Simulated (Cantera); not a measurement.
Feed: 1 mol SiCl4, 37 mol H2, equilibrated at 133 Pa.

Method: chemical equilibrium by Gibbs-energy minimisation in Cantera with the NASA 1993 tables (ideal gas, pure condensed phases). Candidate condensed phases: Si; 19 gas species. The tables' values for SiCl3 are old estimates; treat these amounts as uncertain. Kinetics and transport are ignored.

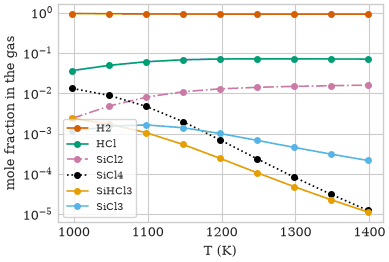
Equilibrium gas composition (values under 1e-9 drawn at 1e-9)

From 998 K to 1398 K the condensed part is Si(s). The main Si-bearing gas is SiCl4 at 998 K and SiCl2 at 1398 K.
